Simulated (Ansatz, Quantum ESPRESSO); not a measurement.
# DyAl3 (Pm-3m): zone-centre phonons, part 2 of 3

Aim: the zone-centre modes of DyAl3 (Pm-3m).

Quantum ESPRESSO 7.5; DFT PBEsol, scalar-relativistic, plane waves, PseudoDojo norm-conserving, 4f in core pseudopotentials.

So far. Step 2 (A first look): No gap opens on this mesh, so smearing is kept; the start stands at -1.3 GPa. Step 4 (Ground state): The cell stands at -0.10 GPa, close enough for phonons. The relaxed cell has a = 4.198 Å (conventional setting).

## 5. Linear response at Γ

At q = 0 one unit cell holds all displacements; symmetry groups them into irreducible representations that are solved one by one. With smeared occupations no response to a homogeneous field can be asked.

Input file ph.in:

```
phonons
&INPUTPH
  prefix       = 'x'
  outdir       = './tmp'
  fildyn       = 'g.dyn'
  tr2_ph       = 1.0d-18
  alpha_mix(1) = 0.4
  nmix_ph      = 8
/
0.000000000 0.000000000 0.000000000
```

Command:

```sh
> OMP_NUM_THREADS=1 mpirun -n 4 ph.x -nk 4 -in ph.in > ph.out
```

The program printed:

```text
[banners, grids, parts of the stress and lines that vanish by symmetry left out]
[banner, memory and clock lines left out]
Program PHONON v.7.5

     ./tmp/x.save/

     IMPORTANT: XC functional enforced from input :
     Exchange-correlation= PBESOL
                           (   1   4  10   8   0   0   0)
     Any further DFT definition will be discarded
     Please, verify this is what you really want

     G-vector sticks info

     Reading collected, re-writing distributed wavefunctions in ./tmp/

     Number and degeneracy of irreps per q-point
       N         xq(1)         xq(2)         xq(3)   N irreps
       1   0.000000000   0.000000000   0.000000000       4
        3   3   3   3

     Calculation of q =    0.0000000   0.0000000   0.0000000

     phonons

     bravais-lattice index     =            1
     lattice parameter (alat)  =       7.9322  a.u.
     unit-cell volume          =     499.0938 (a.u.)^3
     number of atoms/cell      =            4
     number of atomic types    =            2
     kinetic-energy cut-off    =      38.0000  Ry
     charge density cut-off    =     152.0000  Ry
     convergence threshold     =      1.0E-18
     beta                      =       0.4000
     number of iterations used =            8
     Exchange-correlation= PBESOL
                           (   1   4  10   8   0   0   0)

     celldm(1)=    7.93221  celldm(2)=    0.00000  celldm(3)=    0.00000
     celldm(4)=    0.00000  celldm(5)=    0.00000  celldm(6)=    0.00000

     crystal axes: (cart. coord. in units of alat)
               a(1) = (  1.0000  0.0000  0.0000 )
               a(2) = (  0.0000  1.0000  0.0000 )
               a(3) = (  0.0000  0.0000  1.0000 )

     reciprocal axes: (cart. coord. in units 2 pi/alat)
               b(1) = (  1.0000  0.0000  0.0000 )
               b(2) = (  0.0000  1.0000  0.0000 )
               b(3) = (  0.0000  0.0000  1.0000 )

     Atoms inside the unit cell:

     Cartesian axes

     site n.  atom      mass           positions (alat units)
        1  Dy    162.5000   tau(    1) = (    0.00000    0.00000    0.00000  )
        2  Al     26.9815   tau(    2) = (    0.00000    0.50000    0.50000  )
        3  Al     26.9815   tau(    3) = (    0.50000    0.00000    0.50000  )
        4  Al     26.9815   tau(    4) = (    0.50000    0.50000    0.00000  )

     Computing dynamical matrix for
                    q = (   0.0000000   0.0000000   0.0000000 )

     49 Sym.Ops. (with q -> -q+G )

     G cutoff =  242.2546  (  15791 G-vectors)     FFT grid: ( 32, 32, 32)

     number of k points=    35  Marzari-Vanderbilt smearing, width (Ry)=  0.0200
                       cart. coord. in units 2pi/alat
        k(    1) = (   0.0000000   0.0000000   0.0000000), wk =   0.0039062
        k(    2) = (   0.0000000   0.0000000   0.1250000), wk =   0.0234375
        k(    3) = (   0.0000000   0.0000000   0.2500000), wk =   0.0234375
        [... further k-points left out ...]

     PseudoPot. # 1 for Dy read from file:
     ./pseudo/Dy.upf
     Pseudo is Norm-conserving + core correction, Zval = 11.0
     Using radial grid of 1828 points,  7 beta functions with:
                l(1) =   0
                l(2) =   0
                l(3) =   1
                l(4) =   1
                l(5) =   2
                l(6) =   2
                l(7) =   3

     PseudoPot. # 2 for Al read from file:
     ./pseudo/Al.upf
     Pseudo is Norm-conserving + core correction, Zval =  3.0
     Using radial grid of 1876 points,  6 beta functions with:
                l(1) =   0
                l(2) =   0
                l(3) =   1
                l(4) =   1
                l(5) =   2
                l(6) =   2

     Mode symmetry, O_h (m-3m)  point group:

     Atomic displacements:
     There are    4 irreducible representations

     Representation     1      3 modes -  To be done

     Representation     2      3 modes -  To be done

     Representation     3      3 modes -  To be done

     Representation     4      3 modes -  To be done

     Alpha used in Ewald sum =   1.5000

     Representation #   1 modes #   1   2   3

     Self-consistent Calculation
      thresh= 1.000E-02 alpha_mix =  0.400 |ddv_scf|^2 =  1.111E-07
      thresh= 3.332E-05 alpha_mix =  0.400 |ddv_scf|^2 =  5.440E-10
      thresh= 2.332E-06 alpha_mix =  0.400 |ddv_scf|^2 =  1.652E-10
      thresh= 1.285E-06 alpha_mix =  0.400 |ddv_scf|^2 =  5.510E-12
      thresh= 2.347E-07 alpha_mix =  0.400 |ddv_scf|^2 =  5.296E-14
      thresh= 2.301E-08 alpha_mix =  0.400 |ddv_scf|^2 =  1.686E-15
      thresh= 4.106E-09 alpha_mix =  0.400 |ddv_scf|^2 =  1.574E-16
      thresh= 1.254E-09 alpha_mix =  0.400 |ddv_scf|^2 =  2.237E-18
      thresh= 1.496E-10 alpha_mix =  0.400 |ddv_scf|^2 =  2.061E-20

     End of self-consistent calculation

     Convergence has been achieved

     Representation #   2 modes #   4   5   6

     Self-consistent Calculation
      thresh= 1.000E-02 alpha_mix =  0.400 |ddv_scf|^2 =  2.374E-08
      thresh= 1.541E-05 alpha_mix =  0.400 |ddv_scf|^2 =  5.045E-10
      thresh= 2.246E-06 alpha_mix =  0.400 |ddv_scf|^2 =  1.391E-10
      thresh= 1.179E-06 alpha_mix =  0.400 |ddv_scf|^2 =  4.596E-12
      thresh= 2.144E-07 alpha_mix =  0.400 |ddv_scf|^2 =  3.286E-14
[...]
End of self-consistent calculation

     Convergence has been achieved

     Representation #   3 modes #   7   8   9

     Self-consistent Calculation
[...]
End of self-consistent calculation

     Convergence has been achieved

     Representation #   4 modes #  10  11  12

     Self-consistent Calculation
[...]
thresh= 4.569E-06 alpha_mix =  0.400 |ddv_scf|^2 =  5.417E-10
      thresh= 2.328E-06 alpha_mix =  0.400 |ddv_scf|^2 =  2.507E-11
      thresh= 5.007E-07 alpha_mix =  0.400 |ddv_scf|^2 =  4.907E-13
      thresh= 7.005E-08 alpha_mix =  0.400 |ddv_scf|^2 =  8.753E-15
      thresh= 9.356E-09 alpha_mix =  0.400 |ddv_scf|^2 =  2.621E-16
      thresh= 1.619E-09 alpha_mix =  0.400 |ddv_scf|^2 =  1.651E-17
      thresh= 4.063E-10 alpha_mix =  0.400 |ddv_scf|^2 =  1.736E-20

     End of self-consistent calculation

     Convergence has been achieved

     Number of q in the star =    1
     List of q in the star:
          1   0.000000000   0.000000000   0.000000000

     Diagonalizing the dynamical matrix

     q = (    0.000000000   0.000000000   0.000000000 )

 **************************************************************************
     freq (    1) =      -0.137918 [THz] =      -4.600454 [cm-1]
     freq (    2) =      -0.137918 [THz] =      -4.600454 [cm-1]
     freq (    3) =      -0.137918 [THz] =      -4.600454 [cm-1]
     freq (    4) =       5.465743 [THz] =     182.317554 [cm-1]
     freq (    5) =       5.465743 [THz] =     182.317554 [cm-1]
     freq (    6) =       5.465743 [THz] =     182.317554 [cm-1]
     freq (    7) =       7.642156 [THz] =     254.914887 [cm-1]
     freq (    8) =       7.642156 [THz] =     254.914887 [cm-1]
     freq (    9) =       7.642156 [THz] =     254.914887 [cm-1]
     freq (   10) =       8.587095 [THz] =     286.434667 [cm-1]
     freq (   11) =       8.587095 [THz] =     286.434667 [cm-1]
     freq (   12) =       8.587095 [THz] =     286.434667 [cm-1]
 **************************************************************************

     Mode symmetry, O_h (m-3m)  point group:

     freq (   1-   3) =         -4.6  [cm-1]   --> T_1u G_15  G_4- I
     freq (   4-   6) =        182.3  [cm-1]   --> T_1u G_15  G_4- I
     freq (   7-   9) =        254.9  [cm-1]   --> T_2u G_25  G_5-
     freq (  10-  12) =        286.4  [cm-1]   --> T_1u G_15  G_4- I
```

Wall time 70 s (4 MPI ranks of Arm Neoverse V2, shared host); 4.7 min of CPU time.

Read from the output:

```yaml
largest_acoustic_frequency_at_the_zone_centre_before_the_sum_rule: -4.6 cm⁻¹
highest_optical_zone_centre_mode_no_lo_to_term: 286.4 cm⁻¹
lowest_optical_zone_centre_mode: 182.3 cm⁻¹
```

The acoustic modes at Γ come out as far as 4.6 cm⁻¹ from zero, where they should vanish, a small numerical error.

## 6. Modes with the sum rule

A rigid shift of the crystal must cost nothing, but grids and finite bases break this; the acoustic sum rule is imposed before the matrix is diagonalised again.

Input file dynmat.in:

```
&INPUT
  fildyn = 'g.dyn'
  asr    = 'simple'
  fileig = 'dynmat.eig'
/
```

Command:

```sh
> dynmat.x -in dynmat.in > dynmat.out
```

The program printed:

```text
[banner, memory and clock lines left out]
Program DYNMAT v.7.5

     Reading Dynamical Matrix from file g.dyn
     ...Force constants read
     ...epsilon and Z* not read (not found on file)
     A direction for q was not specified:TO-LO splitting will be absent

     Polarizability (A^3 units)
     multiply by 1.000000 for Clausius-Mossotti correction
         0.000000    0.000000    0.000000
         0.000000    0.000000    0.000000
         0.000000    0.000000    0.000000

     IR activities are in (D/A)^2/amu units

# mode   [cm-1]    [THz]      IR
    1     -0.00   -0.0000    0.0000
    2     -0.00   -0.0000    0.0000
    3      0.00    0.0000    0.0000
    4    182.35    5.4668    0.0000
    5    182.35    5.4668    0.0000
    6    182.35    5.4668    0.0000
    7    254.93    7.6427    0.0000
    8    254.93    7.6427    0.0000
    9    254.93    7.6427    0.0000
   10    286.45    8.5877    0.0000
   11    286.45    8.5877    0.0000
   12    286.45    8.5877    0.0000

[end of the log left out, with the tail of the file of modes that dynmat.x writes under the same name]
```

Run time: 0.47 s. Hardware: 1 thread.

Unit eigenvectors of the mass-weighted matrix after the sum rule; no LO-TO term. Modes at Γ, with each element's share of the kinetic energy:

```tsv
mode	frequency (cm⁻¹)	symmetry	Dy %	Al %
1	0.0	acoustic	67	33
2	0.0	acoustic	67	33
3	0.0	acoustic	67	33
4	182.4	T1u	18	82
5	182.4	T1u	18	82
6	182.4	T1u	18	82
7	254.9	T2u	0	100
8	254.9	T2u	0	100
9	254.9	T2u	0	100
10	286.4	T1u	15	85
11	286.4	T1u	15	85
12	286.4	T1u	15	85
```

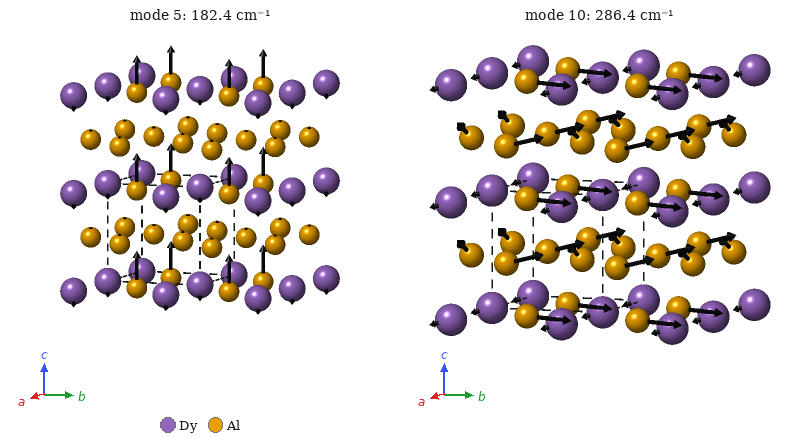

Displacement patterns of modes 5 and 10 at Γ; arrows are exaggerated. 2×2×2 cells are drawn. Some periodic images of atoms are drawn too.

The rule moves no optical mode by more than 0.1 cm⁻¹.

## 7. Sum rules set otherwise: a sum rule for molecules or wires on a crystal

This rule also removes rotations, which suits molecules and not a crystal; it is tried to see the harm.

Input file dynmat.in:

```
&INPUT
  fildyn = 'g.dyn'
  asr    = 'zero-dim'
  fileig = 'dynmat.eig'
/
```

Command:

```sh
> dynmat.x -in dynmat.in > dynmat.out
```

The program printed:

```text
[banner, memory and clock lines left out]
Program DYNMAT v.7.5

     Reading Dynamical Matrix from file g.dyn
     ...Force constants read
     ...epsilon and Z* not read (not found on file)
     Acoustic Sum Rule: || Z*(ASR) - Z*(orig)|| =    0.000000E+00
     Acoustic Sum Rule: ||dyn(ASR) - dyn(orig)||=    3.273130E-01
     A direction for q was not specified:TO-LO splitting will be absent

     Polarizability (A^3 units)
     multiply by 1.000000 for Clausius-Mossotti correction
         0.000000    0.000000    0.000000
         0.000000    0.000000    0.000000
         0.000000    0.000000    0.000000

     IR activities are in (D/A)^2/amu units

# mode   [cm-1]    [THz]      IR
    1     -0.00   -0.0000    0.0000
    2     -0.00   -0.0000    0.0000
    3     -0.00   -0.0000    0.0000
    4     -0.00   -0.0000    0.0000
    5      0.00    0.0000    0.0000
    6      0.00    0.0000    0.0000
    7    182.27    5.4644    0.0000
    8    236.75    7.0977    0.0000
    9    236.75    7.0977    0.0000
   10    286.41    8.5863    0.0000
   11    313.17    9.3885    0.0000
   12    313.17    9.3885    0.0000

   )
[end of the log left out, with the tail of the file of modes that dynmat.x writes under the same name]
```

The job ended after 0.47 s (1 thread).

The program raised no error, yet the settings are not those of a careful run.

The fault: a sum rule for molecules or wires on a crystal; 3 optical modes are projected out to zero frequency, as if they were rotations.

For a crystal the rule has to be 'simple' or 'crystal'.

Zone-centre frequencies as printed; negative means imaginary. Modes:

```tsv
mode	frequency (cm⁻¹)
1	0
2	0
3	0
4	0
5	0
6	0
7	182.3
8	236.8
9	236.8
10	286.4
11	313.2
12	313.2
```

## 8. Sum rules set otherwise (asr crystal)

The rule can be imposed in more than one way; the choices should agree where the raw error is small.

Input file dynmat.in:

```
&INPUT
  fildyn = 'g.dyn'
  asr    = 'crystal'
  fileig = 'dynmat.eig'
/
```

Command:

```sh
> dynmat.x -in dynmat.in > dynmat.out
```

The program printed:

```text
[banner, memory and clock lines left out]
Program DYNMAT v.7.5

     Reading Dynamical Matrix from file g.dyn
     ...Force constants read
     ...epsilon and Z* not read (not found on file)
     Acoustic Sum Rule: || Z*(ASR) - Z*(orig)|| =    0.000000E+00
     Acoustic Sum Rule: ||dyn(ASR) - dyn(orig)||=    3.763593E-04
     A direction for q was not specified:TO-LO splitting will be absent

     Polarizability (A^3 units)
     multiply by 1.000000 for Clausius-Mossotti correction
         0.000000    0.000000    0.000000
         0.000000    0.000000    0.000000
         0.000000    0.000000    0.000000

     IR activities are in (D/A)^2/amu units

# mode   [cm-1]    [THz]      IR
    1     -0.00   -0.0000    0.0000
    2     -0.00   -0.0000    0.0000
    3      0.00    0.0000    0.0000
    4    182.27    5.4644    0.0000
    5    182.27    5.4644    0.0000
    6    182.27    5.4644    0.0000
    7    254.91    7.6422    0.0000
    8    254.91    7.6422    0.0000
    9    254.91    7.6422    0.0000
   10    286.41    8.5863    0.0000
   11    286.41    8.5863    0.0000
   12    286.41    8.5863    0.0000

   )
[end of the log left out, with the tail of the file of modes that dynmat.x writes under the same name]
```

The job ended after 0.47 s (1 thread).

Zone-centre frequencies as printed; negative means imaginary. Modes:

```tsv
mode	frequency (cm⁻¹)
1	0
2	0
3	0
4	182.3
5	182.3
6	182.3
7	254.9
8	254.9
9	254.9
10	286.4
11	286.4
12	286.4
```

Against the first rule no mode moves by more than 0.1 cm⁻¹.

[end of part 2 of 3]

[Host names and launcher messages were left out of these logs when they were recorded.]

[Logs are printed without paths, hosts, clocks, repeated set-up lines and the standing remarks that a program may print on its own settings, such as how far it seeks lower states.]

[Hosts, paths, dates, database ids (printed as entryN), source tags and the programs' standing remarks are cut or masked in the printed files.]
